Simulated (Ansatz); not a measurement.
**A hypothetical structure for CeMo**

Starting from a made-up structure for CeMo, the aim is the relaxed cell, its shortest contacts and, where a second run follows, its electronic structure.

Method: DFT, PBE, plane-wave PAW, default files, scalar-relativistic, ferromagnetic start, cell and ions relaxed at zero pressure, in Ansatz 0.2.0.

In doubt: warnings of the run leave room for a lower electronic state, so energies may not be the lowest and differences between runs may mislead; a part-filled 4f shell, where there is one, can sit in one of many states, so energies may not be the lowest and differences between runs may mislead; derivatives with an open 4f shell can jump between states, which bears on forces and vibrations.

## 1. The starting structure

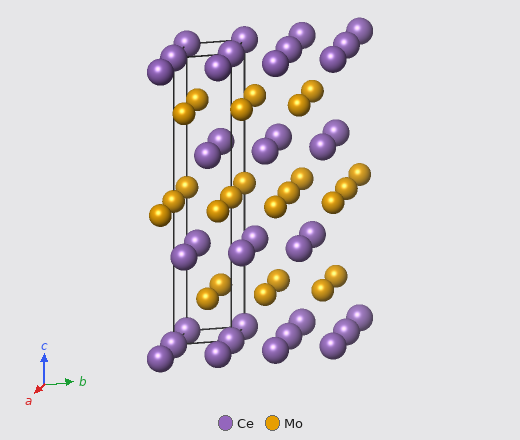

The starting structure, seen slightly off an axis (cerium purple, molybdenum orange). 2×3×1 cells are drawn. This picture shows the conventional cell, with its axes. Some periodic images of atoms are drawn too.

## 2. Relaxation of the guess

The guessed cell has no reason to be at equilibrium. It is relaxed with the atoms, within the space group of the guess.

Input file input.yaml:

```yaml
crystal:
  lattice:
    - [1.674, 0.966484351, 5.466666667]
    - [-1.674, 0.966484351, 5.466666667]
    - [0.0, -1.932968701, 5.466666667]
  atoms:
    - { symbol: Ce, position: [0.0, 0.0, 0.0], spin: 1.0 }
    - { symbol: Mo, position: [0.5, 0.5, 0.5], spin: 1.0 }
magnetization:
  spin_polarized: true
kpoints:
  mp_grid: { grid: [9, 9, 9] }
scf:
  occupations: { method: fermi_dirac, width: 0.05 }
hamiltonian:
  xc: pbe
  pseudopotentials: { kind: paw }
relax:
  f_tol: 0.015
  max_steps: 70
  cell: {}
output:
  forces: true
  stress: true
```

Launch:

```bash
$ ansatz run input.yaml --threads 4 --pin off --max-ram 10240MiB --backend cpu --events-out ev --progress --plain --runs-dir out
```

Numbers of over 12 decimals in the logs are rounded to 6 here.

Log:

```text
basis.fft_grid_basis auto: the FFT boxes are laid along the combinations [[1, 0, -1], [0, 1, -1], [0, 0, 1]] of the cell's own vectors, 3.348, 3.348 and 5.798 Å long. The dense box has 24×24×40 points. Along the cell's own vectors, as sized, it would have 40×40×40, 2.78 times as many. Of the 12 symmetry operations that the crystal satisfies within crystal.symmetry.tolerance (time reversal apart; of a slab, those that [...]
band count auto-derived: 23 (N_el = 26.0; filled up to band 13; 18 by the electrons, moments and atoms)
Engine: ansatz 0.2.0, x86_64-unknown-linux-gnu
Pseudopotentials: kind: paw
Pseudopotential: Ce, paw, valence charge 12, recommended cutoff 420 eV (normal), Ce.paw.azcp
Pseudopotential: Mo, paw, valence charge 14, recommended cutoff 420 eV (normal), Mo.paw.azcp
Functional definition: PBE
  parameter kappa = 0.804
  parameter beta = 0.066725
  exchange = pbe_x(kappa = kappa, mu = beta*pi^2/3)
  correlation = pbe_c(beta = beta)
Crystal: 2 atoms, lattice volume = 53.067 Å³
Basis set: ecut = 420 eV, 1033 PW (Γ), FFT grids on a1−a3, a2−a3, a3, exchange–correlation on 48×48×80 points (8 copies of the dense FFT grid, shifted against one another)
Bands: 23, of which v1, the nominal top of the filled ones, is band 13 counted from 1 (12 counted from 0)
Symmetry: 12 space group operations
Space group: R-3m (ITA 166), of the structure as read, at distance tolerance 3.8e-5 Å
Magnetic group: BNS 166.97 (UNI 1327), of the structure as read, at distance tolerance 3.8e-5 Å
k-points: 85 of 729
Non-local potential: Ce, projectors of the file, l = 0: 3, l = 1: 2, l = 2: 2, l = 3: 3
Non-local potential: Mo, projectors of the file, l = 0: 3, l = 1: 2, l = 2: 2, l = 3: 1
PAW form: soft (Blöchl's): semilocal exchange-correlation on the pseudo side does not see the compensation charge
PAW one-centre angular grid: Ce, 590 points (default); XC on 64 Gauss nodes
PAW one-centre angular grid: Mo, 590 points (default); XC on 64 Gauss nodes
Initial density: superposition of atomic densities (chi_scale 0.1, normalization cell, long waves kept (reshape's long-wave potential 0.00 eV rms))
Starting moments: Σ|m| = 2 μB on 2 of 2 sites
Initial wavefunctions: pseudopotential atomic-orbital guess
Functional: x = pbe(κ = 0.804, μ = 0.219515), c = pbe(β = 0.066725)
SCF iter   1: F=—  HF=-11531.606132 eV  |F-HF|=—  |Δ(HF+E_count)|=         —  Δρ=1.01e-1 (↑1.01e-1 ↓9.32e-2)  dr2=3.54e1  dr2_m=3.92e-1  M=1.276 μB ∫|m|=1.276 μB  β_m=0.30  ethr=3.10e-3  ⟨swp⟩=5.2  Hψ=16121  notcnv=0
Mixer restart at iter 1: flushing history
preconditioner: auto → Kerker (q_TF=auto, 2.422 Å⁻¹)  [metal: Δε(μ)=0.010 eV  Ē_g=9.165 eV  σ=0.050 eV  W_gap=0.05  n_scr=16 (ndim 8)  ℏωp=20.4 eV  f_vac=0.001  D(μ)=4.56/eV (n_scr^D=60)]
spin=Collinear: Kerker preconditioning applied to the charge; magnetization (m = ρ↑ − ρ↓) channel mixes plain (no charge-response kernel on spin).
SCF iter   2: F=—  HF=-11531.089043 eV  |F-HF|=—  |Δ(HF+E_count)|=   5.17e-1  Δρ=6.38e-2 (↑6.38e-2 ↓6.19e-2)  dr2=1.37e1  dr2_m=1.94e-1  M=1.227 μB ∫|m|=1.227 μB  β_m=0.55  ethr=3.10e-3  ⟨swp⟩=3.0  Hψ=9936  notcnv=0  defer=2
SCF iter   3: F=—  HF=-11528.937534 eV  |F-HF|=—  |Δ(HF+E_count)|=    2.15e0  Δρ=1.51e-2 (↑1.51e-2 ↓1.41e-2)  dr2=3.64e-1  dr2_m=1.74e-2  M=0.990 μB ∫|m|=0.997 μB  β_m=0.77  ethr=3.10e-3  ⟨swp⟩=3.6  Hψ=13352  notcnv=0  defer=1
SCF iter   4: F=—  HF=-11529.603706 eV  |F-HF|=—  |Δ(HF+E_count)|=   6.66e-1  Δρ=5.86e-3 (↑5.86e-3 ↓4.71e-3)  dr2=5.98e-2  dr2_m=1.42e-3  M=0.929 μB ∫|m|=0.943 μB  β_m=0.71  ethr=1.40e-3  ⟨swp⟩=3.0  Hψ=9511  notcnv=0  defer=1
SCF iter   5: F=—  HF=-11529.583965 eV  |F-HF|=—  |Δ(HF+E_count)|=         —  Δρ=2.50e-3 (↑2.50e-3 ↓1.72e-3)  dr2=7.68e-3  dr2_m=3.66e-4  M=0.939 μB ∫|m|=0.956 μB  β_m=0.71  ethr=2.30e-4  ⟨swp⟩=2.4  Hψ=7538  notcnv=0
Mixer restart at iter 5: flushing history
SCF iter   6: F=—  HF=-11529.591613 eV  |F-HF|=—  |Δ(HF+E_count)|=   7.65e-3  Δρ=1.78e-3 (↑1.78e-3 ↓1.36e-3)  dr2=2.91e-3  dr2_m=3.90e-4  M=0.963 μB ∫|m|=0.983 μB  β_m=0.84  ethr=2.95e-5  ⟨swp⟩=2.8  Hψ=7230  notcnv=0
SCF iter   7: F=—  HF=-11529.599409 eV  |F-HF|=—  |Δ(HF+E_count)|=   7.80e-3  Δρ=8.53e-4 (↑6.12e-4 ↓8.53e-4)  dr2=8.63e-4  dr2_m=1.36e-4  M=1.000 μB ∫|m|=1.030 μB  β_m=0.93  ethr=1.12e-5  ⟨swp⟩=2.6  Hψ=7527  notcnv=0
SCF iter   8: F=—  HF=-11529.600191 eV  |F-HF|=—  |Δ(HF+E_count)|=   7.82e-4  Δρ=6.40e-4 (↑6.40e-4 ↓5.03e-4)  dr2=2.71e-4  dr2_m=9.21e-5  M=1.010 μB ∫|m|=1.044 μB  β_m=0.96  ethr=3.32e-6  ⟨swp⟩=2.3  Hψ=7026  notcnv=0
SCF iter   9: F=—  HF=-11529.600726 eV  |F-HF|=—  |Δ(HF+E_count)|=   5.35e-4  Δρ=3.70e-4 (↑3.70e-4 ↓2.67e-4)  dr2=1.61e-4  dr2_m=3.61e-5  M=1.020 μB ∫|m|=1.060 μB  β_m=0.98  ethr=1.04e-6  ⟨swp⟩=2.0  Hψ=7024  notcnv=0
SCF iter  10: F=—  HF=-11529.600765 eV  |F-HF|=—  |Δ(HF+E_count)|=   3.95e-5  Δρ=2.25e-4 (↑2.25e-4 ↓2.01e-4)  dr2=1.23e-6  dr2_m=2.19e-5  M=1.022 μB ∫|m|=1.067 μB  β_m=0.99  ethr=6.19e-7  ⟨swp⟩=2.1  Hψ=5420  notcnv=0
SCF iter  11: F=—  HF=-11529.601697 eV  |F-HF|=—  |Δ(HF+E_count)|=   9.32e-4  Δρ=2.14e-4 (↑1.98e-4 ↓2.14e-4)  dr2=1.52e-6  dr2_m=2.03e-5  M=1.018 μB ∫|m|=1.066 μB  β_m=0.99  ethr=4.72e-9  ⟨swp⟩=2.3  Hψ=6741  notcnv=0
SCF iter  12: F=—  HF=-11529.601697 eV  |F-HF|=—  |Δ(HF+E_count)|=   4.32e-7  Δρ=2.03e-4 (↑2.01e-4 ↓2.03e-4)  dr2=9.63e-6  dr2_m=1.89e-5  M=1.015 μB ∫|m|=1.064 μB  β_m=0.11  ethr=4.72e-9  ⟨swp⟩=2.0  Hψ=5774  notcnv=0
SCF iter  13: F=—  HF=-11529.601667 eV  |F-HF|=—  |Δ(HF+E_count)|=   3.08e-5  Δρ=1.40e-4 (↑1.40e-4 ↓1.33e-4)  dr2=3.84e-6  dr2_m=7.22e-6  M=1.006 μB ∫|m|=1.055 μB  β_m=0.17  ethr=4.72e-9  ⟨swp⟩=2.2  Hψ=6651  notcnv=0
SCF iter  14: F=—  HF=-11529.601650 eV  |F-HF|=—  |Δ(HF+E_count)|=   1.69e-5  Δρ=1.54e-4 (↑1.54e-4 ↓1.11e-4)  dr2=6.21e-6  dr2_m=5.91e-6  M=0.995 μB ∫|m|=1.051 μB  β_m=0.15  ethr=4.72e-9  ⟨swp⟩=2.8  Hψ=7081  notcnv=0
SCF iter  15: F=—  HF=-11529.601679 eV  |F-HF|=—  |Δ(HF+E_count)|=   2.95e-5  Δρ=1.15e-4 (↑1.15e-4 ↓1.05e-4)  dr2=4.55e-6  dr2_m=4.05e-6  M=0.989 μB ∫|m|=1.052 μB  β_m=0.85  ethr=4.72e-9  ⟨swp⟩=2.6  Hψ=7377  notcnv=0
SCF iter  16: F=—  HF=-11529.601723 eV  |F-HF|=—  |Δ(HF+E_count)|=         —  Δρ=1.96e-4 (↑1.87e-4 ↓1.96e-4)  dr2=3.38e-5  dr2_m=1.53e-5  M=0.968 μB ∫|m|=1.047 μB  β_m=0.85  ethr=4.72e-9  ⟨swp⟩=3.0  Hψ=8247  notcnv=0
Mixer restart at iter 16: flushing history
SCF iter  17: F=—  HF=-11529.601738 eV  |F-HF|=—  |Δ(HF+E_count)|=   1.49e-5  Δρ=1.66e-4 (↑1.35e-4 ↓1.66e-4)  dr2=2.51e-6  dr2_m=1.06e-5  M=0.966 μB ∫|m|=1.047 μB  β_m=0.91  ethr=4.72e-9  ⟨swp⟩=2.7  Hψ=6806  notcnv=0
[...]
relax step   5: F+E_penalty+E_count = -11530.35593401 eV  Δ(F+E_penalty+E_count) = -4.911e-2 eV  max|allowed force component| = 1.052e-30 eV/Å  Δτ_max = 0.0000 Å  P = +4.139 GPa  Ω = 40.586 Å³  energy of the carried Pulay correction = +1.176e-3 eV  (15 SCF iters, accepted)
[...]
relax step   6: F+E_penalty+E_count = -11530.38805412 eV  Δ(F+E_penalty+E_count) = -3.212e-2 eV  max|allowed force component| = 5.259e-30 eV/Å  Δτ_max = 0.0000 Å  P = +5.160 GPa  Ω = 40.719 Å³  energy of the carried Pulay correction = +1.147e-3 eV  (14 SCF iters, accepted)
[...]
relax step   7: F+E_penalty+E_count = -11530.41943743 eV  Δ(F+E_penalty+E_count) = -3.138e-2 eV  max|allowed force component| = 1.683e-29 eV/Å  Δτ_max = 0.0000 Å  P = -0.214 GPa  Ω = 42.867 Å³  energy of the carried Pulay correction = +9.176e-4 eV  (14 SCF iters, accepted)
[...]
relax step   8: F+E_penalty+E_count = -11530.41951241 eV  Δ(F+E_penalty+E_count) = -7.498e-5 eV  max|allowed force component| = 7.573e-29 eV/Å  Δτ_max = 0.0000 Å  P = -0.002 GPa  Ω = 42.774 Å³  energy of the carried Pulay correction = +9.272e-4 eV  (13 SCF iters, accepted)
Basis set: ecut = 420 eV, 831 PW (Γ), FFT grids on a1−a3, a2−a3, a3, exchange–correlation on 48×48×64 points (8 copies of the dense FFT grid, shifted against one another)
Initial wavefunctions: pseudopotential atomic-orbital guess (no wavefunctions were taken with the density)
iter 1 solved again at ethr=1.86e-8 eV; its pass at ethr=3.10e-3 eV (dr2=4.83e-6 eV) is discarded
SCF iter   1: F=—  HF=-11530.418926 eV  |F-HF|=—  |Δ(HF+E_count)|=         —  Δρ=9.10e-5 (↑9.10e-5 ↓9.10e-5)  dr2=1.77e-6  dr2_m=2.63e-14  M=-0.000 μB ∫|m|=0.000 μB  β_m=0.65  ethr=1.86e-8  ⟨swp⟩=4.0  Hψ=29306  notcnv=0
preconditioner: auto → Kerker (q_TF=auto, 2.511 Å⁻¹)  [metal: Δε(μ)=0.009 eV  Ē_g=8.655 eV  σ=0.050 eV  W_gap=0.04  n_scr=14 (ndim 8)  ℏωp=22.7 eV  f_vac=0.003  D(μ)=5.52/eV (n_scr^D=90)]
spin=Collinear: Kerker preconditioning applied to the charge; magnetization (m = ρ↑ − ρ↓) channel mixes plain (no charge-response kernel on spin).
SCF iter   2: F=—  HF=-11530.418928 eV  |F-HF|=—  |Δ(HF+E_count)|=   2.74e-6  Δρ=3.47e-5 (↑3.47e-5 ↓3.47e-5)  dr2=2.32e-7  dr2_m=5.27e-14  M=-0.000 μB ∫|m|=0.000 μB  β_m=0.65  ethr=6.82e-9  ⟨swp⟩=2.1  Hψ=6151  notcnv=0
SCF iter   3: F=—  HF=-11530.418929 eV  |F-HF|=—  |Δ(HF+E_count)|=   5.04e-7  Δρ=3.88e-6 (↑3.88e-6 ↓3.88e-6)  dr2=1.59e-8  dr2_m=2.41e-15  M=-0.000 μB ∫|m|=0.000 μB  β_m=0.81  ethr=8.90e-10  ⟨swp⟩=2.0  Hψ=6000  notcnv=0
SCF iter   4: F=—  HF=-11530.418929 eV  |F-HF|=—  |Δ(HF+E_count)|=   1.81e-8  Δρ=1.58e-6 (↑1.58e-6 ↓1.57e-6)  dr2=3.29e-9  dr2_m=2.90e-15  M=-0.000 μB ∫|m|=0.000 μB  β_m=0.90  ethr=6.13e-11  ⟨swp⟩=2.3  Hψ=5709  notcnv=0
SCF iter   5: F=—  HF=-11530.418929 eV  |F-HF|=—  |Δ(HF+E_count)|=   8.59e-9  Δρ=5.13e-7 (↑5.13e-7 ↓5.12e-7)  dr2=5.45e-10  dr2_m=1.45e-15  M=-0.000 μB ∫|m|=0.000 μB  β_m=0.95  ethr=1.27e-11  ⟨swp⟩=2.0  Hψ=5756  notcnv=0
SCF iter   6: F=—  HF=-11530.418929 eV  |F-HF|=—  |Δ(HF+E_count)|=   1.01e-9  Δρ=2.61e-7 (↑2.61e-7 ↓2.60e-7)  dr2=1.60e-10  dr2_m=5.21e-16  M=-0.000 μB ∫|m|=0.000 μB  β_m=0.98  ethr=2.10e-12  ⟨swp⟩=2.0  Hψ=5618  notcnv=0
SCF iter   7: F=—  HF=-11530.418929 eV  |F-HF|=—  |Δ(HF+E_count)|=  1.06e-10  Δρ=1.26e-7 (↑1.26e-7 ↓1.26e-7)  dr2=4.60e-11  dr2_m=1.57e-16  M=-0.000 μB ∫|m|=0.000 μB  β_m=0.99  ethr=1.00e-12  ⟨swp⟩=2.0  Hψ=5364  notcnv=0
SCF iter   8: F=—  HF=-11530.418929 eV  |F-HF|=—  |Δ(HF+E_count)|=  5.46e-11  Δρ=7.59e-8 (↑7.54e-8 ↓7.59e-8)  dr2=2.30e-11  dr2_m=6.24e-17  M=-0.000 μB ∫|m|=0.000 μB  β_m=0.99  ethr=1.00e-12  ⟨swp⟩=2.7  Hψ=5635  notcnv=0
SCF iter   9: F=—  HF=-11530.418929 eV  |F-HF|=—  |Δ(HF+E_count)|=  4.00e-11  Δρ=2.51e-8 (↑2.51e-8 ↓2.50e-8)  dr2=2.42e-12  dr2_m=6.73e-17  M=-0.000 μB ∫|m|=0.000 μB  β_m=1.00  ethr=1.00e-12  ⟨swp⟩=1.9  Hψ=4170  notcnv=0
SCF iter  10: F=-11530.418929 eV  HF=-11530.418929 eV  |F-HF|=3.64e-12  |Δ(HF+E_count)|=    0.00e0  Δρ=2.22e-8 (↑2.22e-8 ↓2.22e-8)  dr2=2.19e-12  dr2_m=5.54e-18  M=-0.000 μB ∫|m|=0.000 μB  ethr=1.00e-12  ⟨swp⟩=4.0  Hψ=14874  notcnv=0
the starting moments were not kept: the SCF closed with an absolute magnetisation of 3.7e-8 μB, where they sum to 2 μB in size (2 sites). That is at most 0.1 of that sum. Measured as dr2_m measures the in/out step, that magnetisation stands 2.8e-16 eV from none, at or under the dr2_threshold of 2.0e-11 eV: it is no larger than a step whose dr2_m would equal this threshold.
SCF 9 converged in 10 iterations: F = -11530.418929 eV  dr2 = 2.19e-12
relax step   9: F+E_penalty+E_count = -11530.41892879 eV  Δ(F+E_penalty+E_count) = +5.836e-4 eV  max|allowed force component| = 5.049e-29 eV/Å  Δτ_max = 0.0000 Å  P = -0.006 GPa  Ω = 42.774 Å³  stress off target by 1.23e-2 GPa  SCF on the basis re-selected at this cell (its energy is not comparable with the rows above)  (10 SCF iters)
basis re-selected at this cell: Δ(F+E_penalty+E_count) = +5.836e-4 eV, ΔP = -0.004 GPa vs the last step (what re-selecting the basis moved, of the pressure what is left beyond the Pulay correction that the steps carried, after the strain that the cell walked since its last selection, with what the two solves' SCF thresholds leave and, on support functions, any second-order correction that the steps lacked; it is no measure of the basis error at this ecutwfc). The dense FFT grid was sized anew with the basis: this SCF ran on 24×24×32 points, the steps before it on 24×24×40, so part of this shift can come from that change (see relax.cell in the input reference). [rest of the remark cut]
SCF converged after 10 iterations
Magnetization: -0.0000 μB (13.0000 up, 13.0000 down)
Absolute magnetization: 0.0000 μB (∫|ρ↑−ρ↓|, with the PAW one-centre terms)
Spin contamination: 0.0000 ħ² per cell (⟨S²⟩ above its minimum at these occupations)
Per-site moments (μB) at R_I (Å): [(-9.741406274507149e-9, 1.203845), (-2.1295544798133263e-8, 1.203845)]
Free energy (F): -11530.418929 eV
Harris-Foulkes:  -11530.418929 eV  (|F-HF|=3.64e-12)
Internal energy: -11530.375562 eV  (E = F + TS)
E sigma→0 (E₀):  -11530.397246 eV
Entropy (-TS):   -0.043366 eV (-21.683 meV/atom)
Fermi energy:    17.386821 eV
--- Per-component energies (eV) ---
  E_band       = -59.578314
  E_kinetic    = 819.889213
  E_local      = -1281.261003  (includes V_loc(G=0)·N_el)
  E_nonlocal   = 100.272226
  E_hartree    = 444.793500
  E_xc         = -408.759144
  E_vxc        = -479.606314  (∫ρ·V_xc dr)
  E_paw        = -8679.102975  (= ΣΔE_a)
  E_vpaw       = -108.459447  (= ΣTr[D̂ρ^β])
  E_aug_tail   = 0.000040  (compensation charges beyond the density's cutoff)
  E_ewald      = -2526.207420
  E_smearing   = -0.043366  (= −TS)
  E_closure    = 0.000000  (closes the sum)
  Σ components = -11530.418929   (vs F -11530.418929, Δ=0.00e0)
--- Forces (eV/Å), atoms counted from 1 ---
  atom   1  Ce    -0.00000000     0.00000000     0.00000000
  atom   2  Mo    -0.00000000    -0.00000000     0.00000000
  max |Σ_I F_I| component: 1.01e-28 eV/Å
--- Stress (GPa, compression-positive) ---
       -0.002518       0.000000       0.000000
        0.000000      -0.002518      -0.000000
        0.000000      -0.000000      -0.012288
  P = ⅓ Tr σ = -0.0058 GPa (-0.058 kbar)
--- Relaxed structure (8 steps of the walk, 8 accepted, 1 SCFs on fresh bases) ---
  F+E_penalty+E_count = -11530.41892879 eV   max|allowed force component| = 5.049e-29 eV/Å   (the final SCF, on the basis selected at the relaxed cell)
  cell:  # Å, volume = 42.7743 Å³
    - [1.684557, 0.972579, 4.351318]
    - [-1.684557, 0.972579, 4.351318]
    - [0, -1.945159, 4.351318]
  atoms:
    - { symbol: Ce, position: [0, 0, 0] }
    - { symbol: Mo, position: [0.500000, 0.500000, 0.500000] }
```

It took 48 s on 4 threads of Intel Xeon Platinum 8259CL at 2.50GHz (Skylake/Cascade Lake), shared host; peak memory 0.58 GiB.

The steps of the relaxation:

| step | energy less that of the first step (eV) | largest force component (eV/Å) | pressure (GPa) | volume (Å³) |
| --- | --- | --- | --- | --- |
| 1 | 0.0000 | 0.0000 | -14.77 | 53.07 |
| 2 | -0.4760 | 0.0000 | -9.98 | 47.33 |
| 3 | -0.6892 | 0.0000 | -1.47 | 42.21 |
| 4 | -0.7050 | 0.0000 | 0.93 | 41.36 |
| 5 | -0.7541 | 0.0000 | 4.14 | 40.59 |
| 6 | -0.7862 | 0.0000 | 5.16 | 40.72 |
| 7 | -0.8176 | 0.0000 | -0.21 | 42.87 |
| 8 | -0.8177 | 0.0000 | 0.00 | 42.77 |
| 9* | -0.8171 | 0.0000 | -0.01 | 42.77 |

Relaxation steps marked * repeat the geometry before them on a plane-wave basis chosen anew for their cell, so energy and pressure can jump there.

Forces are held to the 12 operations that the run works with; a distortion that breaks them can't arise in this run.

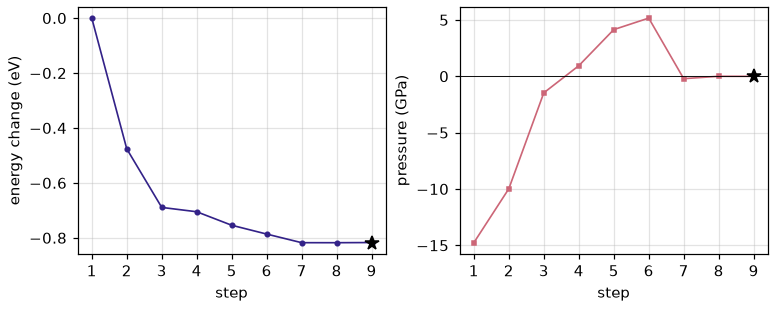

Energy and pressure along the relaxation. Stars mark steps on a basis chosen anew.

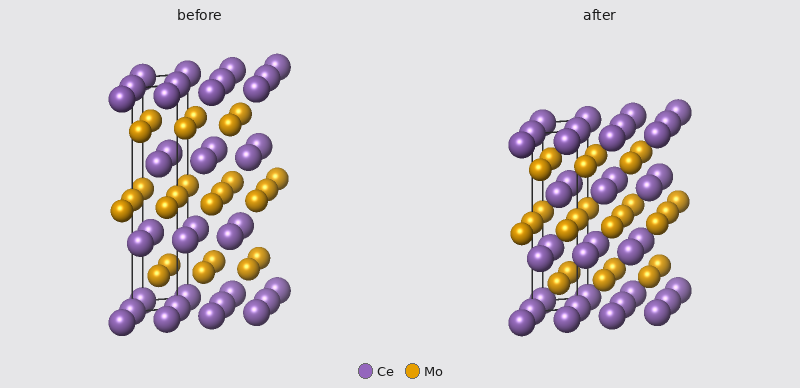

The structure before and after the relaxation, drawn at the same scale.

```
     cell as run  before  after   change
           a (Å)   5.798  4.766  -17.8 %
           b (Å)   5.798  4.766  -17.8 %
           c (Å)   5.798  4.766  -17.8 %
           α (°)   33.56  41.39  +23.3 %
           β (°)   33.56  41.39  +23.3 %
           γ (°)   33.56  41.39  +23.3 %
volume (Å³/atom)   26.53  21.39  -19.4 %
```

The relaxed structure:

```
Ce Mo
1.0
     1.68456    0.97258    4.35132
    -1.68456    0.97258    4.35132
     0.00000   -1.94516    4.35132
Ce Mo
1 1
Direct
  0.00000 0.00000 0.00000
  0.50000 0.50000 0.50000
```

This step gave:

```
free energy             : -11530.4189 eV
energy at zero smearing : -11530.3972 eV
smearing term TS        : 0.04337 eV
Fermi energy            : 17.39 eV
electrons               : 26
symmetry operations     : 12
pressure                : -0.005774 GPa
```

The shortest distance of each pair, which need not be the same contact before and after:

```csv
pair,guess (Å),relaxed (Å)
Ce–Mo,3.348,2.918
Ce–Ce,3.348,3.369
Mo–Mo,3.348,3.369
```

The relaxation ends with a pressure of -0.01 GPa. The starting moments have collapsed: the run ends non-magnetic.

## 3. What came out

| Quantity | Value |
| --- | --- |
| space group, relaxed | R-3m |
| conventional cell | a = 3.369, b = 3.369, c = 13.054 Å; α = 90.0°, β = 90.0°, γ = 120.0° |
| volume per atom | 21.39 Å³ (guess 26.53) |
| total moment | 0.00 μB in the cell of 2 atoms |

What this shows: CeMo relaxes to R-3m with a = 3.369, b = 3.369 and c = 13.054 Å. The guessed volume was 24 % too large. The space group R-3m was held in the relaxation, so the end point is a stationary structure within it and may be a saddle against distortions or other arrangements. The moments died out from this one start and weren't seeded again at the relaxed cell. The f shell may be open and has no Hubbard U, so its place in energy and the volume are uncertain. The electronic state may lie above the lowest one. Mesh and cutoff weren't tested. A vector of the cell changed its length by 18 %, more than the volume shows. Spin-orbit coupling is left out, which can matter for elements this heavy. No dispersion term is used, so weakly bound directions may come out too long. Nothing here tests whether the compound is stable against decomposition.

[Logs are printed without paths, hosts, clocks, repeated set-up lines and the standing remarks that a program may print on its own settings, such as how far it seeks lower states.]

[Hosts, paths, dates, database ids (printed as entryN), source tags and the programs' standing remarks are cut or masked in the printed files.]
